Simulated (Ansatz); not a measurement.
| atom | x (Å) | y (Å) | z (Å) |
| --- | --- | --- | --- |
| Be | 0.2291 | -1.1471 | 0.6704 |
| Be | 0.6203 | 0.9018 | 0.7512 |
| Te | -1.0933 | 2.0048 | -0.2967 |
| Te | -1.7521 | -1.3871 | -0.4563 |
| Te | 1.9959 | -0.3724 | -0.6686 |

Geometry: PBE0-D4/def2-SVP; core potentials replace the inner electrons of Te.

Theory: Ansatz 0.2.0, UKS PBE0-D4/def2-TZVP.

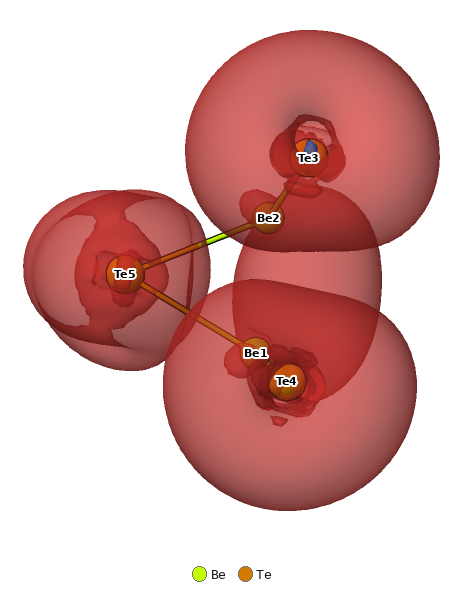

Be2Te3 (quintet). Isosurfaces of the spin density at +0.015 (red) and −0.015 e/Å³ (blue), seen at an oblique angle.

Where is the unpaired spin?

The unpaired spin (4 electrons) lies mostly on Te3 (about 1.3), Te4 (about 1.3), Te5 (about 0.7), Be1 (about 0.3) and Be2 (about 0.3), in electrons by Hirshfeld's partition.
